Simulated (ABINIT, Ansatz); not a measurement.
# NaHF2 (R-3m): G0W0 with ABINIT, start to end, part 2 of 3

Wanted: ground state, empty states, screening and self-energy for NaHF2 (R-3m).

ABINIT 10.8.3; PBEsol and many-body steps on it, plane waves. Known limits of the many-body steps: not at the basis limit.

So far. Step 2 (Ground state): The gap is indirect, with the least direct gap 0.20 eV higher.

**3. Bands along the symmetry lines**

Level of this step: DFT, PBEsol, plane waves, norm-conserving pseudopotentials (ABINIT).

The cheap functional maps the bands first; the places of the edges decide which points the dearer methods must see.

run.abi

```
acell 3*1.0 Angstrom
rprim 
  1.737000000015 1.002857417591 4.583333333300
  -1.737000000015 1.002857417591 4.583333333300
  -0.000000000000 -2.005714835182 4.583333333300
ntypat 3
znucl 11 1 9
natom 4
typat 1 2 3 3
xred 
  0.000000000000 0.000000000000 0.000000000000
  0.500000000000 0.500000000000 0.500000000000
  0.417600000000 0.417600000000 0.417600000000
  0.582400000000 0.582400000000 0.582400000000
pp_dirpath "pseudos"
pseudos "Na.upf, H.upf, F.upf"
ecut 38
iscf -2
irdden 1
kptopt 0
nkpt 59
kpt 
  0.00000000 0.00000000 0.00000000
  0.06250000 0.06250000 0.06250000
  0.12500000 0.12500000 0.12500000
  0.18750000 0.18750000 0.18750000
  0.25000000 0.25000000 0.25000000
  0.31250000 0.31250000 0.31250000
  0.37500000 0.37500000 0.37500000
  0.43750000 0.43750000 0.43750000
  0.50000000 0.50000000 0.50000000
  0.53767702 0.46232298 0.50000000
  0.57535404 0.42464596 0.50000000
  0.61303106 0.38696894 0.50000000
  0.65070808 0.34929192 0.50000000
  0.68838511 0.31161489 0.50000000
  0.72606213 0.27393787 0.50000000
  0.76373915 0.23626085 0.50000000
  0.80141617 0.19858383 0.50000000
  0.50000000 -0.19858383 0.19858383
  0.50000000 -0.17376085 0.17376085
  0.50000000 -0.14893787 0.14893787
  0.50000000 -0.12411489 0.12411489
  0.50000000 -0.09929191 0.09929191
  0.50000000 -0.07446894 0.07446894
  0.50000000 -0.04964596 0.04964596
  0.50000000 -0.02482298 0.02482298
  0.50000000 0.00000000 0.00000000
  0.43750000 0.00000000 0.00000000
  0.37500000 0.00000000 0.00000000
  0.31250000 0.00000000 0.00000000
  0.25000000 0.00000000 0.00000000
  0.18750000 0.00000000 0.00000000
  0.12500000 0.00000000 0.00000000
  0.06250000 0.00000000 0.00000000
  0.00000000 0.00000000 0.00000000
  0.04366149 -0.04366149 0.00000000
  0.08732298 -0.08732298 0.00000000
  0.13098447 -0.13098447 0.00000000
  0.17464595 -0.17464595 0.00000000
  0.21830744 -0.21830744 0.00000000
  0.26196893 -0.26196893 0.00000000
  0.30563042 -0.30563042 0.00000000
  0.34929191 -0.34929191 -0.00000000
  0.65070809 0.00000000 0.34929191
  0.63186958 0.00000000 0.36813042
  0.61303107 0.00000000 0.38696893
  0.59419256 0.00000000 0.40580744
  0.57535404 0.00000000 0.42464596
  0.55651553 0.00000000 0.44348447
  0.53767702 0.00000000 0.46232298
  0.51883851 0.00000000 0.48116149
  0.50000000 0.00000000 0.50000000
  0.43750000 0.00000000 0.43750000
  0.37500000 0.00000000 0.37500000
  0.31250000 0.00000000 0.31250000
  0.25000000 0.00000000 0.25000000
  0.18750000 0.00000000 0.18750000
  0.12500000 0.00000000 0.12500000
  0.06250000 0.00000000 0.06250000
  0.00000000 0.00000000 0.00000000
istwfk *1
nband 19
nbdbuf 2
tolwfr 1e-08
nstep 40
prtwf 0
prtvol 0
indata_prefix "in"
outdata_prefix "out"
tmpdata_prefix "tmp"
```

The run is started by

```
> OMP_NUM_THREADS=1 mpirun -n 4 abinit run.abi > log
```

Numbers of over 12 decimals in the logs are rounded to 6 here.

The log of the run:

```text
.Version 10.8.3 of ABINIT. v10.8.2 released Aug 2026.

 Symmetries : space group R-3 m (#166); Bravais hR (rhombohedral)
[... echo of the input left out ...]
== DATASET  1 ==================================================================
-   mpi_nproc: 4, omp_nthreads: 1 (-1 if OMP is not activated)

--- !DatasetInfo
iteration_state: {dtset: 1, }
dimensions: {natom: 4, nkpt: 59, mband: 19, nsppol: 1, nspinor: 1, nspden: 1, mpw: 3640, }
cutoff_energies: {ecut:  38.0, pawecutdg:  -1.0, }
electrons: {nelect:   2.40000000E+01, charge:   0.00000000E+00, occopt:   1.00000000E+00, tsmear:   1.00000000E-02, }

 Real(R)+Recip(G) space primitive vectors, cartesian coordinates (Bohr,Bohr^-1):
 R(1)=  3.2824543  1.8951259  8.6612447  G(1)=  0.1523250  0.0879449  0.0384856
 R(2)= -3.2824543  1.8951259  8.6612447  G(2)= -0.1523250  0.0879449  0.0384856
 R(3)=  0.0000000 -3.7902517  8.6612447  G(3)=  0.0000000 -0.1758898  0.0384856
 Unit cell volume ucvol=  3.2327216E+02 bohr^3
 Angles (23,13,12)=  4.06314301E+01  4.06314301E+01  4.06314301E+01 degrees

 getcut: wavevector=  0.0000  0.0000  0.0000  ngfft=  54  54  54
         ecut(hartree)=     38.000   => boxcut(ratio)=   2.05942

--- Pseudopotential description ------------------------------------------------
- Na Generated using ONCVPSP code by D. R. Hamann
- 11.00000   9.00000  180301                  znucl, zion, pspdat
12 -116133 1 -1 2016                          pspcod,pspxc,lmax,lloc,mmax
     nproj     2     2     0
  pspatm : epsatm=    9.32918808
         --- l  ekb(1:nproj) -->
             0    2.657905   -0.678300
             1   -6.761319   -2.404728
 pspatm: atomic psp has been read  and splines computed

- H Generated using ONCVPSP code by D. R. Hamann
-  1.00000   1.00000  180301                  znucl, zion, pspdat
12 -116133 1 -1 1180                          pspcod,pspxc,lmax,lloc,mmax
     nproj     2     1     0
  pspatm : epsatm=    0.35585368
         --- l  ekb(1:nproj) -->
             0   -1.674911   -0.523609
             1   -0.494138
 pspatm: atomic psp has been read  and splines computed

- F Generated using ONCVPSP code by D. R. Hamann
-  9.00000   7.00000  180301                  znucl, zion, pspdat
12 -116133 2 -1 832                           pspcod,pspxc,lmax,lloc,mmax
     nproj     2     2     1
  pspatm : epsatm=    4.89824381
         --- l  ekb(1:nproj) -->
[...]
2   -2.394754
 pspatm: atomic psp has been read  and splines computed

--------------------------------------------------------------------------------

================================================================================
 prteigrs : about to open file out_EIG
 Non-SCF case, kpt    1 (  0.00000  0.00000  0.00000), residuals and eigenvalues=
  2.10E-09  6.77E-09  2.55E-09  1.55E-09  4.78E-09  3.07E-09  2.74E-09  1.43E-09
[...]
6.4796E-01
 Non-SCF case, kpt    3 (  0.12500  0.12500  0.12500), residuals and eigenvalues=
[...]
6.4630E-01
[...]
Non-SCF case, kpt   58 (  0.06250  0.00000  0.06250), residuals and eigenvalues=
[...]
6.3085E-01
 Non-SCF case, kpt   59 (  0.00000  0.00000  0.00000), residuals and eigenvalues=
[...]
-3.0980E-01 -1.4551E-01 -1.4551E-01 -1.3481E-01 -1.3481E-01 -1.3385E-01
  1.2823E-01  3.5973E-01  4.0202E-01  5.2441E-01  5.7446E-01  5.7446E-01
  6.4840E-01

--- !ResultsGS
iteration_state: {dtset: 1, }
comment   : Summary of ground state results
lattice_vectors:
- [  3.2824543,   1.8951259,   8.6612447, ]
- [ -3.2824543,   1.8951259,   8.6612447, ]
- [ -0.0000000,  -3.7902517,   8.6612447, ]
lattice_lengths: [   9.45427,    9.45427,    9.45427, ]
lattice_angles: [ 40.631,  40.631,  40.631, ] # degrees, (23, 13, 12)
lattice_volume:   3.2327216E+02
convergence: {deltae:  0.000E+00, res2:  0.000E+00, residm:  9.986E-09, diffor:  0.000E+00, }
etotal    :  -9.54888502E+01
entropy   :   0.00000000E+00
fermie    :  -1.26494763E-01
cartesian_stress_tensor: null
pressure_GPa: null
xred      :
- [  0.0000E+00,   0.0000E+00,   0.0000E+00, Na]
- [  5.0000E-01,   5.0000E-01,   5.0000E-01,  H]
- [  4.1760E-01,   4.1760E-01,   4.1760E-01,  F]
- [  5.8240E-01,   5.8240E-01,   5.8240E-01,  F]
cartesian_forces: null
force_length_stats: {min: null, max: null, mean: null, }

 Integrated electronic density in atomic spheres:
 ------------------------------------------------
 Atom  Sphere_radius  Integrated_density
[...]
================================================================================

 ----iterations are completed or convergence reached----

 Mean square residual over all n,k,spin=   42.481E-10; max=  99.863E-10
 reduced coordinates (array xred) for    4 atoms
[...]
cartesian coordinates (angstrom) at end:
    1      0.000000     0.000000     0.000000
    2     -0.000000     0.000000     6.875000
    3     -0.000000     0.000000     5.742000
    4      0.000000     0.000000     8.008000
 length scales=  1.889726125908  1.889726125908  1.889726125908 bohr
              =  1.000000000000  1.000000000000  1.000000000000 angstroms
 prteigrs : about to open file out_EIG
 Eigenvalues (hartree) for nkpt=  59  k points:
 kpt#   1, nband= 19, wtk=  1.00000, kpt=  0.0000  0.0000  0.0000 (reduced coord)
[...]
kpt#   2, nband= 19, wtk=  1.00000, kpt=  0.0625  0.0625  0.0625 (reduced coord)
[...]
kpt#   3, nband= 19, wtk=  1.00000, kpt=  0.1250  0.1250  0.1250 (reduced coord)
[...]
kpt#  58, nband= 19, wtk=  1.00000, kpt=  0.0625  0.0000  0.0625 (reduced coord)
[...]
0.55534    0.57457    0.63085
 kpt#  59, nband= 19, wtk=  1.00000, kpt=  0.0000  0.0000  0.0000 (reduced coord)
  -1.82753   -0.87479   -0.83452   -0.80128   -0.80128   -0.79265   -0.30980   -0.14551
  -0.14551   -0.13481   -0.13481   -0.13385    0.12823    0.35973    0.40202    0.52441
   0.57446    0.57446    0.64840

== END DATASET(S) ==============================================================
================================================================================

 -outvars: echo values of variables after computation  --------
            nband          19
             nkpt          59
          spgroup         166
 [... the other variables as echoed above ...]

 Calculation completed.
```

Run time: 23 s. Hardware: 4 MPI ranks of Arm Neoverse V1, shared host; peak memory 0.35 GiB; 92 s of CPU time.

This step gave:

| Item | Value |
| --- | --- |
| gap | 6.931 eV |
| k of the valence top | 0.5, 0.5, 0.5 |
| k of the conduction bottom | 0, 0, 0 |
| least direct gap | 7.132 eV |

The gap is 6.931 eV, as in the run before at this level.

The electronic bands at the labelled points (eV, zero at the top of the highest filled band):

| point | band 9 | band 10 | band 11 | band 12 | band 13 | band 14 | band 15 | band 16 |
| --- | --- | --- | --- | --- | --- | --- | --- | --- |
| Γ | -0.52 | -0.23 | -0.23 | -0.20 | 6.93 | 13.23 | 14.38 | 17.71 |
| T | -0.72 | -0.72 | 0.00 | 0.00 | 8.69 | 9.77 | 16.46 | 19.22 |
| H2 | -1.14 | -0.86 | -0.33 | -0.30 | 12.39 | 12.68 | 13.58 | 13.81 |
| jump to H0 | -1.14 | -0.86 | -0.33 | -0.30 | 12.39 | 12.68 | 13.58 | 13.81 |
| L | -0.68 | -0.51 | -0.38 | -0.32 | 11.09 | 11.81 | 15.19 | 15.49 |
| Γ | -0.52 | -0.23 | -0.23 | -0.20 | 6.93 | 13.23 | 14.38 | 17.71 |
| S0 | -1.20 | -0.61 | -0.57 | -0.23 | 12.48 | 12.50 | 13.38 | 14.72 |
| jump to S2 | -1.20 | -0.61 | -0.57 | -0.23 | 12.48 | 12.50 | 13.38 | 14.72 |
| F | -0.86 | -0.80 | -0.56 | -0.12 | 11.98 | 12.17 | 13.61 | 13.75 |
| Γ | -0.52 | -0.23 | -0.23 | -0.20 | 6.93 | 13.23 | 14.38 | 17.71 |

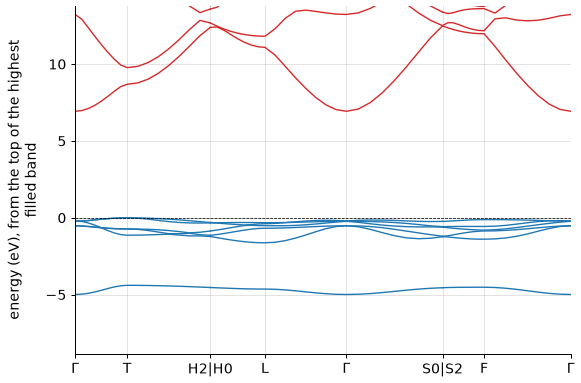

Electronic bands along the path; lines of filled and empty bands in two colours.

**4. Empty states on the mesh, 4×4×4 mesh, 39 bands**

The sums over transitions need many empty states on a uniform mesh; this step solves for them.

run.abi

```
acell 3*1.0 Angstrom
rprim 
  1.737000000015 1.002857417591 4.583333333300
  -1.737000000015 1.002857417591 4.583333333300
  -0.000000000000 -2.005714835182 4.583333333300
ntypat 3
znucl 11 1 9
natom 4
typat 1 2 3 3
xred 
  0.000000000000 0.000000000000 0.000000000000
  0.500000000000 0.500000000000 0.500000000000
  0.417600000000 0.417600000000 0.417600000000
  0.582400000000 0.582400000000 0.582400000000
pp_dirpath "pseudos"
pseudos "Na.upf, H.upf, F.upf"
ecut 38
ngkpt 4 4 4
nshiftk 1
shiftk 0 0 0
kptopt 1
chksymbreak 0
iscf -2
irdden 1
istwfk *1
nband 39
nbdbuf 4
tolwfr 1e-09
nstep 60
prtvol 0
indata_prefix "in"
outdata_prefix "out"
tmpdata_prefix "tmp"
```

The log of the run:

```text
.Version 10.8.3 of ABINIT. v10.8.2 released Aug 2026.

 Symmetries : space group R-3 m (#166); Bravais hR (rhombohedral)
[... echo of the input left out ...]
== DATASET  1 ==================================================================
-   mpi_nproc: 4, omp_nthreads: 1 (-1 if OMP is not activated)

--- !DatasetInfo
iteration_state: {dtset: 1, }
dimensions: {natom: 4, nkpt: 13, mband: 39, nsppol: 1, nspinor: 1, nspden: 1, mpw: 3640, }
cutoff_energies: {ecut:  38.0, pawecutdg:  -1.0, }
electrons: {nelect:   2.40000000E+01, charge:   0.00000000E+00, occopt:   1.00000000E+00, tsmear:   1.00000000E-02, }

 Real(R)+Recip(G) space primitive vectors, cartesian coordinates (Bohr,Bohr^-1):
 R(1)=  3.2824543  1.8951259  8.6612447  G(1)=  0.1523250  0.0879449  0.0384856
 R(2)= -3.2824543  1.8951259  8.6612447  G(2)= -0.1523250  0.0879449  0.0384856
 R(3)=  0.0000000 -3.7902517  8.6612447  G(3)=  0.0000000 -0.1758898  0.0384856
 Unit cell volume ucvol=  3.2327216E+02 bohr^3
 Angles (23,13,12)=  4.06314301E+01  4.06314301E+01  4.06314301E+01 degrees

 getcut: wavevector=  0.0000  0.0000  0.0000  ngfft=  54  54  54
         ecut(hartree)=     38.000   => boxcut(ratio)=   2.05942

--- Pseudopotential description ------------------------------------------------
- Na Generated using ONCVPSP code by D. R. Hamann
- 11.00000   9.00000  180301                  znucl, zion, pspdat
12 -116133 1 -1 2016                          pspcod,pspxc,lmax,lloc,mmax
     nproj     2     2     0
  pspatm : epsatm=    9.32918808
         --- l  ekb(1:nproj) -->
             0    2.657905   -0.678300
             1   -6.761319   -2.404728
 pspatm: atomic psp has been read  and splines computed

- H Generated using ONCVPSP code by D. R. Hamann
-  1.00000   1.00000  180301                  znucl, zion, pspdat
12 -116133 1 -1 1180                          pspcod,pspxc,lmax,lloc,mmax
     nproj     2     1     0
  pspatm : epsatm=    0.35585368
         --- l  ekb(1:nproj) -->
             0   -1.674911   -0.523609
             1   -0.494138
 pspatm: atomic psp has been read  and splines computed

- F Generated using ONCVPSP code by D. R. Hamann
-  9.00000   7.00000  180301                  znucl, zion, pspdat
12 -116133 2 -1 832                           pspcod,pspxc,lmax,lloc,mmax
     nproj     2     2     1
  pspatm : epsatm=    4.89824381
         --- l  ekb(1:nproj) -->
[...]
2   -2.394754
 pspatm: atomic psp has been read  and splines computed

--------------------------------------------------------------------------------

================================================================================
 prteigrs : about to open file out_EIG
 Non-SCF case, kpt    1 (  0.00000  0.00000  0.00000), residuals and eigenvalues=
  2.50E-10  4.48E-10  2.05E-10  4.65E-10  7.17E-10  6.01E-10  1.25E-10  8.33E-11
  4.00E-10  2.38E-10  2.48E-10  1.85E-10  2.54E-10  2.96E-10  1.12E-10  4.90E-10
  3.42E-11  1.27E-10  2.03E-10  5.17E-10  1.31E-10  2.97E-10  5.67E-10  1.10E-10
[...]
3.38E-10  5.61E-10  4.98E-10  2.49E-10  6.34E-09  7.14E-08  6.31E-07
 -1.8275E+00 -8.7479E-01 -8.3452E-01 -8.0128E-01 -8.0128E-01 -7.9265E-01
 -3.0980E-01 -1.4551E-01 -1.4551E-01 -1.3481E-01 -1.3481E-01 -1.3385E-01
  1.2823E-01  3.5973E-01  4.0202E-01  5.2441E-01  5.7446E-01  5.7446E-01
  6.4840E-01  6.4840E-01  6.7414E-01  7.2660E-01  7.2660E-01  7.2981E-01
  7.2981E-01  8.0432E-01  9.2618E-01  1.0188E+00  1.0188E+00  1.0346E+00
  1.0346E+00  1.0711E+00  1.1530E+00  1.2302E+00  1.2302E+00  1.2756E+00
[...]
prteigrs : prtvol=0 or 1, do not print more k-points.

--- !ResultsGS
iteration_state: {dtset: 1, }
comment   : Summary of ground state results
lattice_vectors:
- [  3.2824543,   1.8951259,   8.6612447, ]
- [ -3.2824543,   1.8951259,   8.6612447, ]
- [ -0.0000000,  -3.7902517,   8.6612447, ]
lattice_lengths: [   9.45427,    9.45427,    9.45427, ]
lattice_angles: [ 40.631,  40.631,  40.631, ] # degrees, (23, 13, 12)
lattice_volume:   3.2327216E+02
convergence: {deltae:  0.000E+00, res2:  0.000E+00, residm:  9.938E-10, diffor:  0.000E+00, }
etotal    :  -9.54888502E+01
entropy   :   0.00000000E+00
fermie    :  -1.26494763E-01
cartesian_stress_tensor: null
pressure_GPa: null
xred      :
- [  0.0000E+00,   0.0000E+00,   0.0000E+00, Na]
- [  5.0000E-01,   5.0000E-01,   5.0000E-01,  H]
- [  4.1760E-01,   4.1760E-01,   4.1760E-01,  F]
- [  5.8240E-01,   5.8240E-01,   5.8240E-01,  F]
cartesian_forces: null
force_length_stats: {min: null, max: null, mean: null, }

 Integrated electronic density in atomic spheres:
 ------------------------------------------------
 Atom  Sphere_radius  Integrated_density
[...]
================================================================================

 ----iterations are completed or convergence reached----

 Mean square residual over all n,k,spin=   36.300E-11; max=  99.382E-11
 reduced coordinates (array xred) for    4 atoms
[...]
0.417600000000      0.417600000000      0.417600000000
       0.582400000000      0.582400000000      0.582400000000

 cartesian coordinates (angstrom) at end:
    1      0.000000     0.000000     0.000000
    2     -0.000000     0.000000     6.875000
    3     -0.000000     0.000000     5.742000
    4      0.000000     0.000000     8.008000
 length scales=  1.889726125908  1.889726125908  1.889726125908 bohr
              =  1.000000000000  1.000000000000  1.000000000000 angstroms
 prteigrs : about to open file out_EIG
 Eigenvalues (hartree) for nkpt=  13  k points:
 kpt#   1, nband= 39, wtk=  0.01563, kpt=  0.0000  0.0000  0.0000 (reduced coord)
[...]
0.57446    0.57446    0.64840    0.64840    0.67414    0.72660    0.72660    0.72981
   0.72981    0.80432    0.92618    1.01880    1.01880    1.03459    1.03459    1.07107
   1.15305    1.23022    1.23022    1.27556    1.27556    1.34907    1.37392
 prteigrs : prtvol=0 or 1, do not print more k-points.

== END DATASET(S) ==============================================================
================================================================================

 -outvars: echo values of variables after computation  --------
            nband          39
             nkpt          13
          spgroup         166
 [... the other variables as echoed above ...]

 Calculation completed.
```

It took 14 s on 4 MPI ranks; peak memory 0.31 GiB.

Numbers from this step:

| Quantity | Value |
| --- | --- |
| gap | 6.931 eV |
| k of the valence top | 0.5, 0.5, 0.5 |
| k of the conduction bottom | 0, 0, 0 |
| least direct gap | 7.132 eV |
| k points computed | 13 |
| lowest point of the top converged band, above the valence top | 36.09 eV |

On this mesh the gap is 6.931 eV.

**5. Screening, 4×4×4 mesh, 35 bands, screening to 98 eV**

The RPA dielectric matrix is built and inverted for each q.

This step: RPA screening on PBEsol, plane waves, norm-conserving pseudopotentials.

run.abi: that of step 4 with these lines changed.

```diff
@@ -22,10 +22,11 @@
 chksymbreak 0
-iscf -2
-irdden 1
 istwfk *1
-nband 39
-nbdbuf 4
-tolwfr 1e-09
-nstep 60
-prtvol 0
+occopt 1
+irdwfk 1
+optdriver 3
+nband 35
+ecuteps 3.6
+inclvkb 2
+awtr 1
+symchi 1
 indata_prefix "in"
```

The log of the run:

```text
.Version 10.8.3 of ABINIT. v10.8.2 released Aug 2026.

 Symmetries : space group R-3 m (#166); Bravais hR (rhombohedral)
[... echo of the input left out ...]
== DATASET  1 ==================================================================
-   mpi_nproc: 4, omp_nthreads: 1 (-1 if OMP is not activated)

--- !DatasetInfo
iteration_state: {dtset: 1, }
dimensions: {natom: 4, nkpt: 13, mband: 35, nsppol: 1, nspinor: 1, nspden: 1, mpw: 3640, }
cutoff_energies: {ecut:  38.0, pawecutdg:  -1.0, }
electrons: {nelect:   2.40000000E+01, charge:   0.00000000E+00, occopt:   1.00000000E+00, tsmear:   1.00000000E-02, }

 SCREENING: Calculation of the susceptibility and dielectric matrices

 Based on a program developped by R.W. Godby, V. Olevano, G. Onida, and L. Reining.
 Incorporated in ABINIT by V. Olevano, G.-M. Rignanese, and M. Torrent.
.Using double precision arithmetic ; gwpc =  8

[... cell and pseudopotentials left out ...]
--------------------------------------------------------------------------------

 ==== K-mesh for the wavefunctions ====
 Number of points in the irreducible wedge :    13
[... list of points left out ...]
 Together with 12 symmetry operations and time-reversal symmetry
 yields    64 points in the full Brillouin Zone.

 ==== Q-mesh for the screening function ====
 Number of points in the irreducible wedge :    13
[... list of points left out ...]
 Together with 12 symmetry operations and time-reversal symmetry
 yields    64 points in the full Brillouin Zone.

 setmesh: FFT mesh size selected  =    36x   36x   36
          total number of points  =        46656

 vcoul_init : cutoff-mode = AUXILIARY_FUNCTION
 q-points for optical limit:   1
     1)      0.000010    0.000020    0.000030

- screening: taking advantage of time-reversal symmetry
- Maximum band index for partially occupied states nbvw = 12
- Remaining bands to be divided among processors   nbcw = 23
- Number of bands treated by each node ~5

 Number of electrons calculated from density =   24.0000; Expected =   24.0000
 average of density, n =  0.074241
 r_s =    1.4760
 omega_plasma =   26.2831 [eV]

 calculating chi0 at frequencies [eV] :
  1    0.000000E+00    0.000000E+00
  2    0.000000E+00    2.628313E+01

--------------------------------------------------------------------------------
  q-point number  1        q = ( 0.000000, 0.000000, 0.000000) [r.l.u.]
--------------------------------------------------------------------------------
[... chi0 elements left out ...]
 For q-point:  0.000010 0.000020 0.000030
  dielectric constant =   1.6450
  dielectric constant without local fields =   1.7113

  Average fulfillment of the sum rule on Im[epsilon] for q-point    1 :     22.59  [%]
[... wings left out ...]
  q-point number  2        q = ( 0.250000, 0.000000, 0.000000) [r.l.u.]
--------------------------------------------------------------------------------
[... chi0 elements left out ...]
  Average fulfillment of the sum rule on Im[epsilon] for q-point    2 :     32.02  [%]

 [... 11 further q-points ...]
```

It took 26 s on 4 MPI ranks; peak memory 1.1 GiB.

This step gave:

| Property | Result |
| --- | --- |
| ε∞ with local fields, on this mesh, along the program's q direction | 1.645 |
| the same without local fields | 1.711 |
| plasma frequency | 26.28 eV |
| plane waves in the screening matrix | 103 |

Local fields lower ε∞ by 4 %.

(Continued in part 3 of 3.)

[Paths, hosts, dates, memory and timing lines, banners, echoed tables and standing remarks are left out of the program output.]

[Logs are printed without paths, hosts, clocks, repeated set-up lines and the standing remarks that a program may print on its own settings, such as how far it seeks lower states.]

[Runs of the session that timed out or met a known fault of the program may be left out.]

[Hosts, paths, dates, database ids (printed as entryN), source tags and the programs' standing remarks are cut or masked in the printed files.]

[G0W0 gaps are taken among the corrected bands and points alone; a level outside them can change the order at an edge.]

[Where Ansatz stands beside ABINIT at settings called matched, ABINIT's density can come from a denser mesh and the files from another edition; pairs whose starting gaps differed by over 0.03 eV were left out, so agreement reads better than it is.]
